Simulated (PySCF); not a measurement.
# [GeH3]− (SMILES [GeH3-]) at CISD/STO-3G

Aim: the vertical ionisation energy of [GeH3]− at CISD/STO-3G, from 2 runs. The job is set up through a Python script.

The results are computed with PySCF 2.14.0.

7 further runs of the same task are left out: 7 set aside as unsound or not needed.

## (1) The structure to begin with

[GeH3]− has 4 atoms, charge -1, and is taken as a singlet. As SMILES, `[GeH3-]`. The shape comes from GFN2-xTB, which is rough for such elements, and wasn't checked as a minimum.

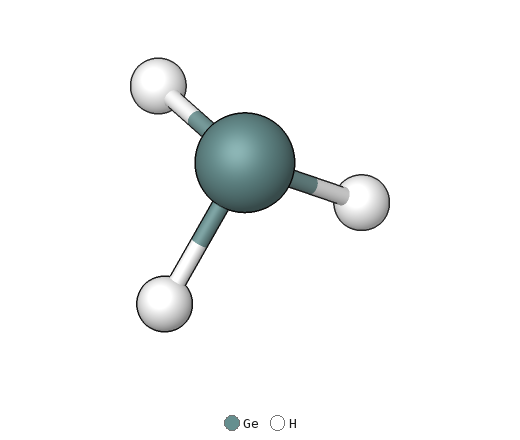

Viewed from a chosen angle; germanium teal, hydrogen white.

## (2) A single-point energy at CISD/STO-3G

input.py

```python
from pyscf import gto, scf, ci

molecule = gto.M(
    atom='Ge 0.468920 -0.274960 -0.542070; H 0.935040 0.154290 1.089240; H -0.940860 -1.090590 0.102250; H -0.463100 1.211260 -0.649430',
    charge=-1,
    basis='sto-3g',
    verbose=3,
    max_memory=1860,
)

hf = scf.RHF(molecule)
hf.conv_tol = 1e-10
hf.kernel()
if not hf.converged:
    hf = hf.newton().run(hf.mo_coeff, hf.mo_occ)

cisd = ci.CISD(hf, frozen=9)
cisd.kernel()
etot = cisd.e_tot
print(f'total energy: {etot:.8f} hartree')
```

Launch:

```console
$ OMP_NUM_THREADS=1 python input.py
```

What it wrote:

```text
converged SCF energy = -2053.23666034963
E(RCISD) = -2053.303172662597  E_corr = -0.06651231296980874
total energy: -2053.30317266 hartree
```

Run time: 0.5 s. Hardware: 1 thread of Arm Neoverse V2, shared host; peak memory 0.1 GiB.

## (3) Doublet neutral GeH3

calc.py

```python
from pyscf import gto, ci

molecule = gto.M(
    atom='''
Ge       0.468920      -0.274960      -0.542070
H        0.935040       0.154290       1.089240
H       -0.940860      -1.090590       0.102250
H       -0.463100       1.211260      -0.649430
''',
    basis='sto-3g',
    spin=1,
    max_memory=1860,
    verbose=4,
)

hf = molecule.UHF()
hf.conv_tol = 1e-10
hf.kernel()
if not hf.converged:
    hf = hf.newton().run(hf.mo_coeff, hf.mo_occ)

cisd = ci.CISD(hf, frozen=9)
cisd.kernel()
e_tot = cisd.e_tot
print('Final energy', e_tot)
```

Launch:

```console
$ OMP_NUM_THREADS=1 python calc.py
```

What it wrote:

```text
PySCF version 2.14.0

[INPUT] num. atoms = 4
[INPUT] num. electrons = 35
[INPUT] charge = 0
[INPUT] spin (= nelec alpha-beta = 2S) = 1
[INPUT] symmetry False subgroup None
[INPUT] Mole.unit = angstrom
[INPUT] Symbol           X                Y                Z      unit          X                Y                Z       unit  Magmom
[INPUT]  1 Ge     0.468920000000  -0.274960000000  -0.542070000000 AA    0.886130374331  -0.519599095210  -1.024363840343 Bohr   0.0
[INPUT]  2 H      0.935040000000   0.154290000000   1.089240000000 AA    1.766969515513   0.291565843759   2.058365283921 Bohr   0.0
[INPUT]  3 H     -0.940860000000  -1.090590000000   0.102250000000 AA   -1.777967721558  -2.060916414189   0.193224496237 Bohr   0.0
[INPUT]  4 H     -0.463100000000   1.211260000000  -0.649430000000 AA   -0.875132168286   2.288949665641  -1.227244837076 Bohr   0.0

nuclear repulsion = 29.6227145027656
number of shells = 11
number of NR pGTOs = 63
number of NR cGTOs = 21
basis = sto-3g
ecp = {}

******** <class 'pyscf.scf.uhf.UHF'> ********
method = UHF
initial guess = minao
damping factor = 0
level_shift factor = 0
DIIS = <class 'pyscf.scf.diis.CDIIS'>
diis_start_cycle = 1
diis_space = 8
diis_damp = 0
SCF conv_tol = 1e-10
SCF conv_tol_grad = None
SCF max_cycles = 50
direct_scf = True
direct_scf_tol = 1e-13
number electrons alpha = 18  beta = 17
Set gradient conv threshold to 1e-05
init E= -2050.13219806928
[... the frontier-level lines of each cycle are left out ...]

cycle= 1 E= -2053.27990641115  delta_E= -3.15  |g|= 0.239  |ddm|= 1.44
cycle= 2 E= -2053.32718783956  delta_E= -0.0473  |g|= 0.0335  |ddm|= 0.428
cycle= 3 E= -2053.32879987721  delta_E= -0.00161  |g|= 0.0112  |ddm|= 0.0811
cycle= 4 E= -2053.32905654082  delta_E= -0.000257  |g|= 0.00284  |ddm|= 0.0359
cycle= 5 E= -2053.32907989477  delta_E= -2.34e-05  |g|= 0.0018  |ddm|= 0.00868
cycle= 6 E= -2053.32909607488  delta_E= -1.62e-05  |g|= 0.00125  |ddm|= 0.00927
cycle= 7 E= -2053.32911029936  delta_E= -1.42e-05  |g|= 0.000282  |ddm|= 0.0176
cycle= 8 E= -2053.32911073457  delta_E= -4.35e-07  |g|= 9.08e-05  |ddm|= 0.00303
cycle= 9 E= -2053.329110762  delta_E= -2.74e-08  |g|= 3.73e-05  |ddm|= 0.00035
cycle= 10 E= -2053.32911076797  delta_E= -5.97e-09  |g|= 8.86e-06  |ddm|= 0.000241
cycle= 11 E= -2053.3291107683  delta_E= -3.31e-10  |g|= 5.52e-06  |ddm|= 4.64e-05
cycle= 12 E= -2053.32911076846  delta_E= -1.56e-10  |g|= 4.08e-06  |ddm|= 2.8e-05
cycle= 13 E= -2053.32911076862  delta_E= -1.6e-10  |g|= 1.22e-06  |ddm|= 5.68e-05
cycle= 14 E= -2053.32911076863  delta_E= -1.32e-11  |g|= 2.46e-07  |ddm|= 1.62e-05
Extra cycle  E= -2053.32911076863  delta_E= 1.82e-12  |g|= 1.39e-07  |ddm|= 5.39e-07
converged SCF energy = -2053.32911076863  <S^2> = 0.75089709  2S+1 = 2.0008969

******** <class 'pyscf.ci.ucisd.UCISD'> ********
CISD nocc = (np.int64(9), np.int64(8)), nmo = (12, 12)
frozen orbitals 9
max_cycle = 50
direct = 0
conv_tol = 1e-09
max_cycle = 50
max_space = 12
lindep = 0
nroots = 1
Init t2, MP2 energy = -0.0469267037393483
UCISD converged
E(UCISD) = -2053.402435060446  E_corr = -0.07332429181666185
Final energy -2053.4024350604464
```

Run time: 0.62 s. Hardware: 1 thread of Arm Neoverse V2, shared host; peak memory 0.12 GiB.

## (4) Outcome

At CISD/STO-3G, 9 core orbitals frozen:

```
                                                                        quantity           value
                                                   singlet [GeH3]−: total energy  -2053.30317 Eh
                            singlet [GeH3]−: HOMO energy (Hartree–Fock orbitals)         2.02 eV
                            singlet [GeH3]−: LUMO energy (Hartree–Fock orbitals)        18.57 eV
          singlet [GeH3]−: HOMO–LUMO gap (to an unbound level, set by the basis)        16.55 eV
                    singlet [GeH3]−: correlation energy (9 core orbitals frozen)       -66.5 mEh
                                              doublet neutral GeH3: total energy  -2053.40244 Eh
                      doublet neutral GeH3: dipole moment (Hartree–Fock density)          1.96 D
doublet neutral GeH3: HOMO energy (Hartree–Fock orbitals) (highest over α and β)        -8.22 eV
 doublet neutral GeH3: LUMO energy (Hartree–Fock orbitals) (lowest over α and β)         3.02 eV
               doublet neutral GeH3: correlation energy (9 core orbitals frozen)       -73.3 mEh
                         doublet neutral GeH3: ⟨S²⟩ of the reference determinant           0.751
                             vertical detachment energy (to the doublet neutral)       -2.701 eV
```

In words: The species is unbound against losing an electron at this level, by 2.70 eV (−261 kJ/mol); missing correlation or diffuse functions can give that sign where the real anion is bound. In a minimal basis such a difference can be off by several eV, whatever the method. Mulliken charges (singlet [GeH3]−) of the mean-field density run from -0.32 on H4 to -0.06 on Ge1. The HOMO (singlet [GeH3]−) lies at positive energy, 2.02 eV: the electron is unbound at this level or held by a compact basis; values depend on the basis.
